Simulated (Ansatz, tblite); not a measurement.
**(F2Al-mu-F)3 (Al₃F₉): a ladder of methods and basis sets**

Aim: run the singlet of (F2Al-mu-F)3 (Al₃F₉) at one geometry on many levels, and compare frontier levels, spin and run time.

Computed with Ansatz 0.2.0, Gaussian basis. Level: as each input shows.

The runs, in order: GFN1-xTB, GFN2-xTB, PBE-D4/def2-TZVP, r2SCAN-D4/def2-TZVP, LC-ωPBE/def2-TZVP, B97M-V/def2-TZVP, PBE-D4/def2-SVP, PBE0-D4/def2-SVP, HF/STO-3G, HF/6-31G, B3LYP-D4/6-31G, MP2/def2-SVP, RPA/def2-SVP.

2 further runs of the same task are left out: 2 set aside as unsound or not needed. Runs told in other sessions of the task aren't counted.

### 1 The relaxed structure

The geometry is that of the singlet, from an earlier relaxation (PBE0-D4/def2-SVP).

12 atoms, charge 0, spin multiplicity 1.

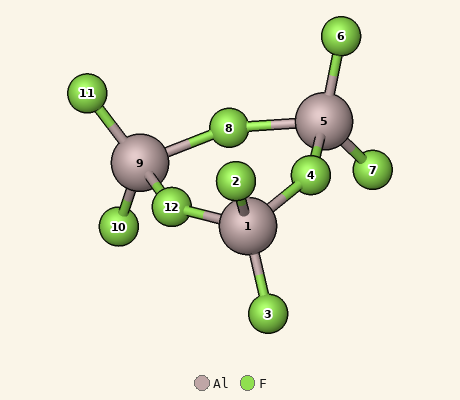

The geometry (aluminium light grey, fluorine green); atoms are numbered from 1 in the order of the file.

Geometry (Å):

```xyz
12
charge 0, multiplicity 1
Al   -1.40266    1.40157   -0.01073
F    -1.43223    2.43607   -1.28840
F    -2.44030    1.42889    1.26443
F     0.27049    1.33675    0.62503
Al    1.75574    0.36093    0.84796
F     2.94006    0.99523   -0.09995
F     1.90236   -0.00129    2.44507
F     1.06100   -1.06065    0.00876
Al   -0.35283   -1.76227   -0.83780
F    -0.99906   -2.93506    0.11635
F     0.02584   -1.92705   -2.42932
F    -1.32840   -0.27313   -0.64140
```

PBE0-D4/def2-TZVP was run before; its log isn't repeated, and its numbers join the tables.

### 2 GFN1-xTB

Tight binding, by tblite at 300 K electronic temperature and without a spin-polarisation term:

```python
tblite.interface.Calculator('GFN1-xTB', numbers, positions, charge=0, uhf=0).singlepoint()
```

Energy -1383.3465 eV, HOMO -14.53 eV, LUMO -9.81 eV; 0.011 s.

### 3 GFN2-xTB

Tight binding, by tblite at 300 K electronic temperature and without a spin-polarisation term:

```python
tblite.interface.Calculator('GFN2-xTB', numbers, positions, charge=0, uhf=0).singlepoint()
```

Energy -1269.2932 eV, HOMO -14.56 eV, LUMO -5.38 eV; 0.011 s.

### 4 PBE-D4/def2-TZVP

start.molden holds the orbitals of an earlier run on this state, given as this run's starting guess.

Input file in.yaml:

```yaml
crystal:
  periodic: [false, false, false]
  atoms:
    - {symbol: Al, position_ang: [-1.402659, 1.401571, -0.010735]}
    - {symbol: F, position_ang: [-1.432233, 2.436071, -1.288397]}
    - {symbol: F, position_ang: [-2.440302, 1.428894, 1.264430]}
    - {symbol: F, position_ang: [0.270493, 1.336745, 0.625032]}
    - {symbol: Al, position_ang: [1.755743, 0.360934, 0.847955]}
    - {symbol: F, position_ang: [2.940063, 0.995232, -0.099946]}
    - {symbol: F, position_ang: [1.902359, -0.001288, 2.445069]}
    - {symbol: F, position_ang: [1.060996, -1.060653, 0.008763]}
    - {symbol: Al, position_ang: [-0.352831, -1.762267, -0.837798]}
    - {symbol: F, position_ang: [-0.999058, -2.935056, 0.116346]}
    - {symbol: F, position_ang: [0.025842, -1.927054, -2.429325]}
    - {symbol: F, position_ang: [-1.328404, -0.273130, -0.641395]}
basis:
  gaussian: {orbitals: def2-TZVP, initial_orbitals: start.molden}
hamiltonian: {xc: pbe, dispersion: d4}
scf: {omitted_lower_state_checks: [starts]}
output: {forces: true, orbitals: {seedname: orbitals}}
```

Command:

```
$ ansatz run in.yaml --threads 4 --pin off --events-out ev --progress --plain --max-ram 6963MiB
```

Log (excerpt; [...] marks lines left out):

```text
Functional definition: PBE
  name "PBE"
  cite "Perdew, Burke & Ernzerhof, Phys. Rev. Lett. 77, 3865 (1996) doi:10.1103/PhysRevLett.77.3865"
  parent pbe
[...]
2181 factors; their error is unknown
[...]
mean field -44242.12698654 eV, -1625.8681783648 hartree, gradient 1.9e-5 eV, S^2 0.000000; 0 other end points of the search recorded, 0 dependent functions left out
[...]
reference -44242.12705138 eV, -1625.8681807474 hartree; 60, 60 occupied and 330, 330 virtual orbitals, 2181 factors
Total energy: -44242.46615721 eV, -1625.8806426568 hartree
Atom 0 at    -1.402659     1.401571    -0.010735 Å, force     0.049680    -0.049492    -0.000117 eV/Å
Atom 1 at    -1.432233     2.436071    -1.288397 Å, force    -0.021250     0.039259    -0.022793 eV/Å
Atom 2 at    -2.440302     1.428894     1.264430 Å, force    -0.040427     0.021715     0.023306 eV/Å
Atom 3 at     0.270493     1.336745     0.625032 Å, force     0.040245     0.197381     0.092153 eV/Å
Atom 4 at     1.755743     0.360934     0.847955 Å, force    -0.062192    -0.012884    -0.030582 eV/Å
Atom 5 at     2.940063     0.995232    -0.099946 Å, force     0.047153     0.016822    -0.004295 eV/Å
Atom 6 at     1.902359    -0.001288     2.445069 Å, force     0.029301    -0.001246     0.042317 eV/Å
Atom 7 at     1.060996    -1.060653     0.008763 Å, force     0.156396    -0.156564     0.001524 eV/Å
Atom 8 at    -0.352831    -1.762267    -0.837798 Å, force     0.012632     0.062511     0.030012 eV/Å
Atom 9 at    -0.999058    -2.935056     0.116346 Å, force    -0.016950    -0.047493     0.004657 eV/Å
Atom 10 at     0.025842    -1.927054    -2.429325 Å, force     0.001593    -0.029452    -0.041698 eV/Å
Atom 11 at    -1.328404    -0.273130    -0.641395 Å, force    -0.196182    -0.040559    -0.094484 eV/Å
Dipole moment:     0.000761     0.000737    -0.001803 e Å
Checks for a lower state left out: starts
```

Wall time 3.5 s (4 threads of Intel Xeon 6975P-C, shared host); peak memory 0.83 GiB.

From the report: HOMO -9.94 eV, LUMO -2.54 eV.

### 5 r2SCAN-D4/def2-TZVP

Changes to in.yaml since step 4:

```diff
@@ -17,4 +17,4 @@
   gaussian: {orbitals: def2-TZVP, initial_orbitals: start.molden}
-hamiltonian: {xc: pbe, dispersion: d4}
+hamiltonian: {xc: r2scan, dispersion: d4}
 scf: {omitted_lower_state_checks: [starts]}
-output: {forces: true, orbitals: {seedname: orbitals}}
+output: {orbitals: {seedname: orbitals}}
```

Same command.

Log:

```text
Functional definition: r2SCAN
  name "r2SCAN"
  cite "Furness, Kaplan, Ning, Perdew & Sun, J. Phys. Chem. Lett. 11, 8208 (2020) doi:10.1021/acs.jpclett.0c02405"
  cite "Furness, Kaplan, Ning, Perdew & Sun, J. Phys. Chem. Lett. 11, 9248 (2020) doi:10.1021/acs.jpclett.0c03077"
  parent r2scan
  parameter k0 = 0.174
  parameter k1 = 0.065
  parameter a1 = 4.9479
  exchange = r2scan_x(k0 = k0, k1 = k1, a1 = a1)
  correlation = r2scan_c
these checks for a lower state are left out or cut short: starts
2181 factors; their error is unknown
mean field evaluation 1: about -44265.1836 eV, gradient 9.6e0 eV
mean field evaluation 2: about -44265.2332 eV, gradient 7.1e-2 eV
mean field evaluation 4: about -44265.2245 eV, gradient 7.0e-5 eV
mean field -44265.22445971 eV, -1626.7169948475 hartree, gradient 1.0e-5 eV, S^2 0.000000; 0 other end points of the search recorded, 0 dependent functions left out
reference -44265.22447912 eV, -1626.7169955609 hartree; 60, 60 occupied and 330, 330 virtual orbitals, 2181 factors
Total energy: -44265.31410733 eV, -1626.7202893368 hartree
Checks for a lower state left out: starts
```

Wall time 6 s (4 threads of Intel Xeon 6975P-C, shared host); peak memory 0.87 GiB.

From the report: HOMO -10.45 eV, LUMO -2.03 eV.

### 6 LC-ωPBE/def2-TZVP

Changes to in.yaml since step 5:

```diff
@@ -17,3 +17,3 @@
   gaussian: {orbitals: def2-TZVP, initial_orbitals: start.molden}
-hamiltonian: {xc: r2scan, dispersion: d4}
+hamiltonian: {xc: {name: LC-wPBE}}
 scf: {omitted_lower_state_checks: [starts]}
```

The command is unchanged.

Log (excerpt; [...] marks lines left out):

```text
Functional definition: LC-wPBE
  name "LC-wPBE"
  cite "Vydrov & Scuseria, J. Chem. Phys. 125, 234109 (2006) doi:10.1063/1.2409292"
  cite "Heyd & Scuseria, J. Chem. Phys. 120, 7274 (2004) doi:10.1063/1.1668634"
  cite "Ernzerhof & Perdew, J. Chem. Phys. 109, 3313 (1998) doi:10.1063/1.476928"
  cite "Perdew, Burke & Ernzerhof, Phys. Rev. Lett. 77, 3865 (1996) doi:10.1103/PhysRevLett.77.3865"
  parent pbe
[...]
2181 factors; their error is unknown
663 factors; integrals over basis functions are off by at most 1.1e-5 eV
[...]
mean field -44256.75465459 eV, -1626.4057352503 hartree, gradient 1.3e-5 eV, S^2 0.000000; 0 other end points of the search recorded, 0 dependent functions left out
reference -44256.75465460 eV, -1626.4057352507 hartree; 60, 60 occupied and 330, 330 virtual orbitals, 2181 factors
Total energy: -44256.75465460 eV, -1626.4057352507 hartree
Checks for a lower state left out: starts
```

Run time: 7 s. Hardware: 4 threads of Intel Xeon 6975P-C, shared host; peak memory 1.3 GiB.

From the report: HOMO -14.95 eV, LUMO 0.64 eV.

### 7 B97M-V/def2-TZVP

Changes to in.yaml since step 6:

```diff
@@ -17,3 +17,3 @@
   gaussian: {orbitals: def2-TZVP, initial_orbitals: start.molden}
-hamiltonian: {xc: {name: LC-wPBE}}
+hamiltonian: {xc: {name: B97M-V}}
 scf: {omitted_lower_state_checks: [starts]}
```

Launched as before.

Log (excerpt; [...] marks lines left out):

```text
Functional definition: B97M-V
  name "B97M-V"
  cite "Mardirossian & Head-Gordon, J. Chem. Phys. 142, 074111 (2015) doi:10.1063/1.4907719"
  cite "Becke, J. Chem. Phys. 107, 8554 (1997) doi:10.1063/1.475007"
  cite "Vydrov & Van Voorhis, J. Chem. Phys. 133, 244103 (2010) doi:10.1063/1.3521275"
  # Of w^i u^j: cxij and so on, Table III.
[...]
  gx(w, u) = cx00 + cx01*u + cx02*u^2 + (cx10 + cx11*u)*w
  gss(w, u) = css00 + css02*u^2 + css10*w + (css32*w^3 + css42*w^4)*u^2
  gos(w, u) = cos00 + cos01*u + cos03*u^3 + cos10*w + cos32*w^3*u^2
[...]
      + integral(e_c_pw_mod_opposite_spin*gos(b97_w_opposite, b97_u_opposite)) + vv10(b, c)
[...]
2181 factors; their error is unknown
[...]
mean field -44263.27660042 eV, -1626.6454123389 hartree, gradient 6.0e-5 eV, S^2 0.000000; 0 other end points of the search recorded, 0 dependent functions left out
reference -44263.27669307 eV, -1626.6454157439 hartree; 60, 60 occupied and 330, 330 virtual orbitals, 2181 factors
Total energy: -44263.27669307 eV, -1626.6454157439 hartree
Checks for a lower state left out: starts
```

Wall time 8.5 s (4 threads of Intel Xeon 6975P-C, shared host); peak memory 1 GiB.

From the report: HOMO -10.55 eV, LUMO -2.37 eV.

### 8 PBE-D4/def2-SVP

Changes to in.yaml since step 7:

```diff
@@ -16,4 +16,4 @@
 basis:
-  gaussian: {orbitals: def2-TZVP, initial_orbitals: start.molden}
-hamiltonian: {xc: {name: B97M-V}}
+  gaussian: {orbitals: def2-SVP, initial_orbitals: start.molden}
+hamiltonian: {xc: pbe, dispersion: d4}
 scf: {omitted_lower_state_checks: [starts]}
```

The command is unchanged.

Log:

```text
Functional definition: PBE
  name "PBE"
  cite "Perdew, Burke & Ernzerhof, Phys. Rev. Lett. 77, 3865 (1996) doi:10.1103/PhysRevLett.77.3865"
  parent pbe
  parameter kappa = 0.804
  parameter beta = 0.06672455060314922
  exchange = pbe_x(kappa = kappa, mu = beta*pi^2/3)
  correlation = pbe_c(beta = beta)
these checks for a lower state are left out or cut short: starts
1911 factors; their error is unknown
mean field evaluation 1: about -44203.4266 eV, gradient 2.0e1 eV
mean field evaluation 2: about -44204.2639 eV, gradient 5.7e-1 eV
mean field evaluation 4: about -44204.1388 eV, gradient 7.0e-2 eV
mean field -44204.13877541 eV, -1624.4721373550 hartree, gradient 2.2e-5 eV, S^2 0.000000; 0 other end points of the search recorded, 0 dependent functions left out
reference -44204.13883800 eV, -1624.4721396551 hartree; 60, 60 occupied and 120, 120 virtual orbitals, 1911 factors
Total energy: -44204.47794384 eV, -1624.4846015646 hartree
Checks for a lower state left out: starts
```

Run time: 1.1 s. Hardware: 4 threads of Intel Xeon 6975P-C, shared host.

HOMO -9.60 eV, LUMO -2.32 eV.

### 9 PBE0-D4/def2-SVP

Changes to in.yaml since step 8:

```diff
@@ -17,3 +17,3 @@
   gaussian: {orbitals: def2-SVP, initial_orbitals: start.molden}
-hamiltonian: {xc: pbe, dispersion: d4}
+hamiltonian: {xc: pbe0, dispersion: d4}
 scf: {omitted_lower_state_checks: [starts]}
```

Launched as before.

Log:

```text
Functional definition: PBE0
  name "PBE0"
  cite "Adamo & Barone, J. Chem. Phys. 110, 6158 (1999) doi:10.1063/1.478522"
  cite "Perdew, Burke & Ernzerhof, Phys. Rev. Lett. 77, 3865 (1996) doi:10.1103/PhysRevLett.77.3865"
  parent pbe
  parameter a = 0.25
  parameter kappa = 0.804
  parameter beta = 0.06672455060314922
  exchange = (1 - a)*pbe_x(kappa = kappa, mu = beta*pi^2/3) + a*exact_x
  correlation = pbe_c(beta = beta)
these checks for a lower state are left out or cut short: starts
1608 factors; integrals over basis functions are off by at most 3.8e-4 eV
mean field evaluation 1: about -44205.4607 eV, gradient 1.9e1 eV
mean field evaluation 2: about -44206.0071 eV, gradient 3.8e-1 eV
mean field evaluation 4: about -44206.2461 eV, gradient 1.1e-3 eV
mean field -44206.24612567 eV, -1624.5495810486 hartree, gradient 3.2e-5 eV, S^2 0.000000; 0 other end points of the search recorded, 0 dependent functions left out
reference -44206.24617285 eV, -1624.5495827824 hartree; 60, 60 occupied and 120, 120 virtual orbitals, 1608 factors
Total energy: -44206.54040071 eV, -1624.5603954570 hartree
Checks for a lower state left out: starts
```

Wall time 1.9 s (4 threads of Intel Xeon 6975P-C, shared host).

From the report: HOMO -11.82 eV, LUMO -1.46 eV.

### 10 HF/STO-3G

Changes to in.yaml since step 9:

```diff
@@ -16,4 +16,4 @@
 basis:
-  gaussian: {orbitals: def2-SVP, initial_orbitals: start.molden}
-hamiltonian: {xc: pbe0, dispersion: d4}
+  gaussian: {orbitals: STO-3G}
+hamiltonian: {xc: hf}
 scf: {omitted_lower_state_checks: [starts]}
```

Same command.

Log:

```text
Functional definition: HF
  name "HF"
  cite "Fock, Z. Phys. 61, 126 (1930) doi:10.1007/BF01340294"
  parent pbe
  exchange = exact_x
  correlation = 0
these checks for a lower state are left out or cut short: starts
951 factors; integrals over basis functions are off by at most 5.2e-5 eV
mean field evaluation 1: about -43530.0411 eV, gradient 4.6e1 eV
mean field evaluation 2: about -43530.1547 eV, gradient 4.6e1 eV
mean field evaluation 4: about -43538.8680 eV, gradient 1.7e0 eV
mean field evaluation 8: about -43538.8809 eV, gradient 4.0e-2 eV
mean field -43538.88086180 eV, -1600.0243599576 hartree, gradient 5.0e-5 eV, S^2 0.000000; 0 other end points of the search recorded, 0 dependent functions left out
reference -43538.88086180 eV, -1600.0243599576 hartree; 60, 60 occupied and 12, 12 virtual orbitals, 951 factors
Total energy: -43538.88086180 eV, -1600.0243599576 hartree
Checks for a lower state left out: starts
```

Run time: 0.3 s. Hardware: 4 threads of Intel Xeon 6975P-C, shared host.

HOMO -10.43 eV, LUMO 9.31 eV.

### 11 HF/6-31G

Changes to in.yaml since step 10:

```diff
@@ -16,3 +16,3 @@
 basis:
-  gaussian: {orbitals: STO-3G}
+  gaussian: {orbitals: 6-31G}
 hamiltonian: {xc: hf}
```

Same command.

Log:

```text
Functional definition: HF
  name "HF"
  cite "Fock, Z. Phys. 61, 126 (1930) doi:10.1007/BF01340294"
  parent pbe
  exchange = exact_x
  correlation = 0
these checks for a lower state are left out or cut short: starts
1119 factors; integrals over basis functions are off by at most 1.4e-4 eV
mean field evaluation 1: about -44108.1887 eV, gradient 6.9e1 eV
mean field evaluation 2: about -44108.4605 eV, gradient 7.0e1 eV
mean field evaluation 4: about -44116.2949 eV, gradient 2.1e0 eV
mean field evaluation 8: about -44116.3888 eV, gradient 1.4e-1 eV
mean field -44116.38892223 eV, -1621.2473897296 hartree, gradient 6.2e-6 eV, S^2 0.000000; 0 other end points of the search recorded, 0 dependent functions left out
reference -44116.38892223 eV, -1621.2473897296 hartree; 60, 60 occupied and 60, 60 virtual orbitals, 1119 factors
Total energy: -44116.38892223 eV, -1621.2473897296 hartree
Checks for a lower state left out: starts
```

Wall time 0.7 s (4 threads of Intel Xeon 6975P-C, shared host).

HOMO -17.68 eV, LUMO 0.99 eV.

### 12 B3LYP-D4/6-31G

Changes to in.yaml since step 11:

```diff
@@ -17,3 +17,3 @@
   gaussian: {orbitals: 6-31G}
-hamiltonian: {xc: hf}
+hamiltonian: {xc: {name: B3LYP}, dispersion: d4}
 scf: {omitted_lower_state_checks: [starts]}
```

Same command.

Log (excerpt; [...] marks lines left out):

```text
Functional definition: B3LYP
  name "B3LYP"
  cite "Stephens, Devlin, Chabalowski & Frisch, J. Phys. Chem. 98, 11623 (1994) doi:10.1021/j100096a001"
  cite "Becke, Phys. Rev. A 38, 3098 (1988) doi:10.1103/PhysRevA.38.3098"
  cite "Lee, Yang & Parr, Phys. Rev. B 37, 785 (1988) doi:10.1103/PhysRevB.37.785"
  cite "Vosko, Wilk & Nusair, Can. J. Phys. 58, 1200 (1980) doi:10.1139/p80-159"
[...]
1119 factors; integrals over basis functions are off by at most 1.4e-4 eV
[...]
mean field -44256.93687581 eV, -1626.4124317566 hartree, gradient 8.9e-6 eV, S^2 0.000000; 0 other end points of the search recorded, 0 dependent functions left out
reference -44256.93725628 eV, -1626.4124457389 hartree; 60, 60 occupied and 60, 60 virtual orbitals, 1119 factors
Total energy: -44257.48123743 eV, -1626.4324366772 hartree
Checks for a lower state left out: starts
```

Run time: 1.3 s. Hardware: 4 threads of Intel Xeon 6975P-C, shared host.

HOMO -11.55 eV, LUMO -2.54 eV.

### 13 MP2/def2-SVP

Changes to in.yaml since step 12:

```diff
@@ -16,4 +16,4 @@
 basis:
-  gaussian: {orbitals: 6-31G}
-hamiltonian: {xc: {name: B3LYP}, dispersion: d4}
+  gaussian: {orbitals: def2-SVP, initial_orbitals: start.molden}
+correlation: {method: mp2}
 scf: {omitted_lower_state_checks: [starts]}
```

Launched as before.

Log:

```text
Functional definition: HF
  name "HF"
  cite "Fock, Z. Phys. 61, 126 (1930) doi:10.1007/BF01340294"
  parent pbe
  exchange = exact_x
  correlation = 0
these checks for a lower state are left out or cut short: starts
1608 factors; integrals over basis functions are off by at most 3.8e-4 eV
mean field evaluation 1: about -44096.6792 eV, gradient 3.4e1 eV
mean field evaluation 2: about -44098.4366 eV, gradient 1.6e0 eV
mean field evaluation 4: about -44098.5968 eV, gradient 8.8e-1 eV
mean field evaluation 8: about -44098.5980 eV, gradient 8.5e-5 eV
mean field -44098.59800917 eV, -1620.5935857338 hartree, gradient 1.6e-6 eV, S^2 0.000000; 0 other end points of the search recorded, 0 dependent functions left out
24 core orbitals not correlated: weight in the atoms' cores, before any rotation towards them, 1.000 or more for the frozen orbitals, at most 0.000 for the correlated occupied ones
reference -44098.59800917 eV, -1620.5935857338 hartree; 36, 36 occupied and 120, 120 virtual orbitals, 1608 factors
second order -50.41879526 eV of doubles, -0.00000000 eV of singles
Total energy: -44149.01680443 eV, -1622.4464422845 hartree
Checks for a lower state left out: starts
```

It took 1.8 s on 4 threads of Intel Xeon 6975P-C, shared host.

From the report: Hartree-Fock HOMO -17.54 eV, LUMO 1.62 eV.

### 14 RPA/def2-SVP

Changes to in.yaml since step 13:

```diff
@@ -17,4 +17,4 @@
   gaussian: {orbitals: def2-SVP, initial_orbitals: start.molden}
-correlation: {method: mp2}
+hamiltonian: {xc: pbe}
+correlation: {method: rpa}
 scf: {omitted_lower_state_checks: [starts]}
-output: {orbitals: {seedname: orbitals}}
```

Launched as before.

Log (excerpt; [...] marks lines left out):

```text
Functional definition: PBE
  name "PBE"
  cite "Perdew, Burke & Ernzerhof, Phys. Rev. Lett. 77, 3865 (1996) doi:10.1103/PhysRevLett.77.3865"
  parent pbe
[...]
1608 factors; integrals over basis functions are off by at most 3.8e-4 eV
[...]
mean field -44204.13873547 eV, -1624.4721358871 hartree, gradient 8.5e-7 eV, S^2 0.000000; 0 other end points of the search recorded, 0 dependent functions left out
24 core orbitals not correlated: weight in the atoms' cores, before any rotation towards them, 1.000 or more for the frozen orbitals, at most 0.000 for the correlated occupied ones
reference -44095.52573988 eV, -1620.4806819197 hartree; 36, 36 occupied and 120, 120 virtual orbitals, 1608 factors
Total energy: -44167.71962036 eV, -1623.1337580928 hartree
Checks for a lower state left out: starts
```

It took 2.5 s on 4 threads of Intel Xeon 6975P-C, shared host.

### 15 Levels side by side

```
              level  functions  HOMO (eV)  LUMO (eV)  gap (eV)   time
          HF/STO-3G         72     -10.43       9.31     19.74  0.3 s
           HF/6-31G        120     -17.68       0.99     18.67  0.7 s
    PBE-D4/def2-SVP        180      -9.60      -2.32      7.28  1.1 s
   PBE-D4/def2-TZVP        390      -9.94      -2.54      7.40  3.5 s
r2SCAN-D4/def2-TZVP        390     -10.45      -2.03      8.43    6 s
   B97M-V/def2-TZVP        390     -10.55      -2.37      8.18  8.5 s
     B3LYP-D4/6-31G        120     -11.55      -2.54      9.00  1.3 s
   PBE0-D4/def2-SVP        180     -11.82      -1.46     10.35  1.9 s
  PBE0-D4/def2-TZVP        390     -12.04      -1.63     10.42  7.5 s
  LC-ωPBE/def2-TZVP        390     -14.95       0.64     15.59    7 s
```

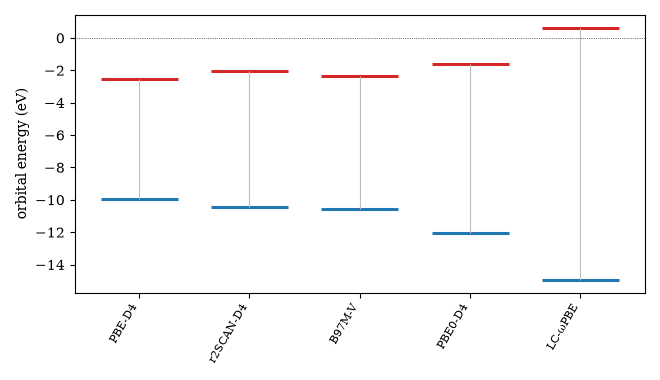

Highest filled (blue) and lowest empty (red) level in def2-TZVP.

Energy pieces by basis (eV):

```
   basis           HF  MP2 correlation              total
def2-SVP  -44098.5980         -50.4188  -44149.0168 (MP2)
```

### 16 Binding energy

Free atoms were run apart at each level; binding is atoms less cluster, divided by the number of atoms, without zero-point or spin-orbit terms.

```
              level  binding an atom (eV)
          HF/STO-3G                 3.562
           HF/6-31G                 3.259
        HF/def2-SVP                 3.785
    PBE-D4/def2-SVP                 4.993
   PBE-D4/def2-TZVP                 4.934
r2SCAN-D4/def2-TZVP                 4.943
   B97M-V/def2-TZVP                 4.910
     B3LYP-D4/6-31G                 4.336
   PBE0-D4/def2-SVP                 4.820
  PBE0-D4/def2-TZVP                 4.795
  LC-ωPBE/def2-TZVP                 4.914
       RPA/def2-SVP                 4.279
       MP2/def2-SVP                 4.965
```

### 17 Outcome

```
                                                 quantity                                  value
gap in def2-TZVP, named functionals, smallest and largest   7.40 eV (PBE-D4), 15.59 eV (LC-ωPBE)
                         correlation energy, MP2/def2-SVP                              -50.42 eV
                binding an atom, functionals in def2-TZVP  4.79 (PBE0-D4) to 4.94 eV (r2SCAN-D4)
          PBE0 total energy, smallest basis above largest         37.73 eV (def2-SVP, def2-TZVP)
```

In words: Over the named functionals in def2-TZVP the gap runs from 7.40 eV (PBE-D4) to 15.59 eV (LC-ωPBE); exact exchange widens it.

The slowest run with a step of its own, B97M-V/def2-TZVP, took 8.5 s; the quickest functional in def2-TZVP took 3.5 s (shared host).
